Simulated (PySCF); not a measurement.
# TPSS/def2-TZVP run of AlH3S (SMILES [AlH2][SH])

What is the energy change on altering one bond length of AlH3S at TPSS/def2-TZVP? The job is set up through a Python script.

Program for the calculation: PySCF 2.14.0.

1 further run of the same task is left out (set aside as unsound or not needed).

## 1. Starting point

AlH3S: 5 atoms, total charge 0, spin state singlet. As SMILES, `[AlH2][SH]`. The coordinates come from a PBE0-D4/def2-TZVP relaxation.

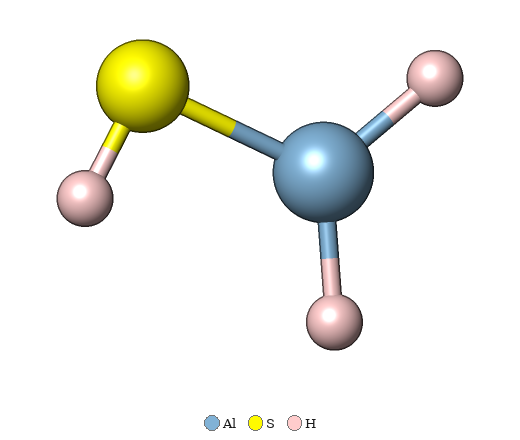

The structure, seen from a chosen angle (aluminium light blue, sulfur yellow, hydrogen pink).

## 2. The energy at TPSS/def2-TZVP

run.py

```python
# [AlH2][SH]
from pyscf import gto, dft

molecule = gto.M(
    atom=[
    ('Al', (-0.616100, -0.064200, -0.181700)),
    ('S', (1.129100, -0.343100, 1.096600)),
    ('H', (-1.981700, -0.650100, 0.351100)),
    ('H', (-0.441100, 0.696000, -1.556400)),
    ('H', (1.959700, 0.287800, 0.249000)),
],
    verbose=4,
    basis='def2-tzvp',
    max_memory=1860,
    spin=0,
)

myscf = dft.RKS(molecule, xc='tpss')
myscf.grids.level = 5
myscf.conv_tol = 1e-10
myscf.kernel()
if not myscf.converged:
    myscf = myscf.newton().run(myscf.mo_coeff, myscf.mo_occ)

e_final = myscf.e_tot
print('Final energy', e_final)
```

Started as:

```bash
OMP_NUM_THREADS=1 python run.py
```

Standard output:

```text
PySCF version 2.14.0

[INPUT] num. atoms = 5
[INPUT] num. electrons = 32
[INPUT] charge = 0
[INPUT] spin (= nelec alpha-beta = 2S) = 0
[INPUT] symmetry False subgroup None
[INPUT] Mole.unit = angstrom
[INPUT] Symbol           X                Y                Z      unit          X                Y                Z       unit  Magmom
[INPUT]  1 Al    -0.616100000000  -0.064200000000  -0.181700000000 AA   -1.164260265345  -0.121320417197  -0.343363236833 Bohr   0.0
[INPUT]  2 S      1.129100000000  -0.343100000000   1.096600000000 AA    2.133689767246  -0.648365033338   2.072273668198 Bohr   0.0
[INPUT]  3 H     -1.981700000000  -0.650100000000   0.351100000000 AA   -3.744870261051  -1.228510953580   0.663482842335 Bohr   0.0
[INPUT]  4 H     -0.441100000000   0.696000000000  -1.556400000000 AA   -0.833558193546   1.315249382697  -2.941169740273 Bohr   0.0
[INPUT]  5 H      1.959700000000   0.287800000000   0.249000000000 AA    3.703296286310   0.543863178650   0.470541805017 Bohr   0.0

nuclear repulsion = 73.814899766336
number of shells = 38
number of NR pGTOs = 150
number of NR cGTOs = 92
basis = def2-tzvp
ecp = {}

******** <class 'pyscf.dft.rks.RKS'> ********
method = RKS
initial guess = minao
damping factor = 0
level_shift factor = 0
DIIS = <class 'pyscf.scf.diis.CDIIS'>
diis_start_cycle = 1
diis_space = 8
diis_damp = 0
SCF conv_tol = 1e-10
SCF conv_tol_grad = None
SCF max_cycles = 50
direct_scf = True
direct_scf_tol = 1e-13
XC library pyscf.dft.libxc version 7.0.0
    S. Lehtola, C. Steigemann, M. J.T. Oliveira, and M. A.L. Marques.,  SoftwareX 7, 1–5 (2018)
XC functionals = tpss
    J. Tao, J. P. Perdew, V. N. Staroverov, and G. E. Scuseria.,  Phys. Rev. Lett. 91, 146401 (2003)
    J. Tao, J. P. Perdew, V. N. Staroverov, and G. E. Scuseria.,  Phys. Rev. Lett. 91, 146401 (2003)
radial grids:
    Treutler-Ahlrichs [JCP 102, 346 (1995); DOI:10.1063/1.469408] (M4) radial grids

becke partition: Becke, JCP 88, 2547 (1988); DOI:10.1063/1.454033
pruning grids: <function nwchem_prune>
grids dens level: 5
symmetrized grids: False
atomic radii adjust function: <function treutler_atomic_radii_adjust>
small_rho_cutoff = 0
Set gradient conv threshold to 1e-05
Initial guess from minao.
tot grids = 156720
init E= -642.399228218805
  HOMO = -0.302918534172903  LUMO = -0.0924857134682178  gap/eV = 5.72617
cycle= 1 E= -642.493776397235  delta_E= -0.0945  |g|= 0.288  |ddm|= 1.73
  HOMO = -0.200825337390047  LUMO = -0.0686373494797365  gap/eV = 3.59702
cycle= 2 E= -642.471336746878  delta_E= 0.0224  |g|= 0.396  |ddm|= 0.676
  HOMO = -0.253688542202318  LUMO = -0.068427537916687  gap/eV = 5.04121
cycle= 3 E= -642.518269955713  delta_E= -0.0469  |g|= 0.0694  |ddm|= 0.431
  HOMO = -0.248281616700467  LUMO = -0.0735167078512085  gap/eV = 4.75560
cycle= 4 E= -642.519862986452  delta_E= -0.00159  |g|= 0.0189  |ddm|= 0.0828
  HOMO = -0.248385110883977  LUMO = -0.0726083078852753  gap/eV = 4.78313
cycle= 5 E= -642.51997963773  delta_E= -0.000117  |g|= 0.00478  |ddm|= 0.0185
  HOMO = -0.248943937633452  LUMO = -0.0728500918392818  gap/eV = 4.79176
cycle= 6 E= -642.519986457422  delta_E= -6.82e-06  |g|= 0.00135  |ddm|= 0.00557
  HOMO = -0.248829823123369  LUMO = -0.0727453223725547  gap/eV = 4.79150
cycle= 7 E= -642.519986973501  delta_E= -5.16e-07  |g|= 0.000323  |ddm|= 0.00135
  HOMO = -0.248782083967289  LUMO = -0.0727423690421141  gap/eV = 4.79028
cycle= 8 E= -642.519987015336  delta_E= -4.18e-08  |g|= 7.31e-05  |ddm|= 0.000362
  HOMO = -0.248787669694298  LUMO = -0.0727466352622095  gap/eV = 4.79032
cycle= 9 E= -642.519987016616  delta_E= -1.28e-09  |g|= 1.14e-05  |ddm|= 5.45e-05
  HOMO = -0.248789539923195  LUMO = -0.0727460662347283  gap/eV = 4.79039
cycle= 10 E= -642.519987016671  delta_E= -5.43e-11  |g|= 6.28e-07  |ddm|= 1.41e-05
  HOMO = -0.248789341451733  LUMO = -0.0727460132096098  gap/eV = 4.79038
Extra cycle  E= -642.519987016672  delta_E= -1.14e-12  |g|= 8.26e-07  |ddm|= 1.42e-06
converged SCF energy = -642.519987016672
Final energy -642.5199870166717
```

Run time: 20 s. Hardware: 1 thread of Arm Neoverse V2, shared host; peak memory 0.47 GiB.

## 3. The distorted shape

job.py

```python
from pyscf import gto, dft

mol = gto.Mole()
mol.atom = '''
Al     1.932394     1.207274    -1.551548
S      5.230344     0.680230     0.864089
H     -3.744870    -1.228511     0.663483
H      2.263096     2.643844    -4.149355
H      6.799951     1.872458    -0.737643
'''
mol.max_memory = 1860
mol.charge = 0
mol.verbose = 3
mol.unit = 'bohr'
mol.spin = 0
mol.basis = 'def2-tzvp'
mol.build()

myscf = dft.RKS(mol, xc='tpss')
myscf.grids.level = 5
myscf.conv_tol = 1e-10
myscf.kernel()
if not myscf.converged:
    myscf = myscf.newton().run(myscf.mo_coeff, myscf.mo_occ)

etot = myscf.e_tot
print('E = %.10f Eh' % etot)
```

Started as:

```bash
OMP_NUM_THREADS=1 python job.py
```

Standard output:

```text
converged SCF energy = -642.374404102284
E = -642.3744041023 Eh
```

Run time: 30 s. Hardware: 1 thread of Arm Neoverse V2, shared host; peak memory 0.48 GiB.

## 4. What came out

At TPSS/def2-TZVP:

| quantity | value |
| --- | --- |
| first shape: total energy | -642.51999 Eh |
| first shape: dipole moment | 0.91 D |
| first shape: HOMO energy | -6.77 eV |
| first shape: LUMO energy | -1.98 eV |
| first shape: HOMO–LUMO gap | 4.79 eV |
| distorted shape: total energy | -642.37440 Eh |
| distorted shape: dipole moment | 3.77 D |
| distorted shape: HOMO energy | -5.54 eV |
| distorted shape: LUMO energy | -4.14 eV |
| distorted shape: HOMO–LUMO gap | 1.39 eV |
| energy change with the Al1–H3 bond stretched from 1.579 to 3.473 Å | 3.962 eV |

In words: One bond (distorted shape) is far stretched, which a spin-restricted single reference describes badly; a broken-symmetry solution may lie lower. With the Al1–H3 bond stretched from 1.579 to 3.473 Å the energy rises by 3.96 eV (91 kcal/mol). The first shape isn't relaxed at this level, so the change isn't measured from a minimum. A restricted reference can't describe the breaking bond well at this length. Mulliken charges (distorted shape) run from -0.27 on S2 to +0.33 on Al1; they depend strongly on the basis.
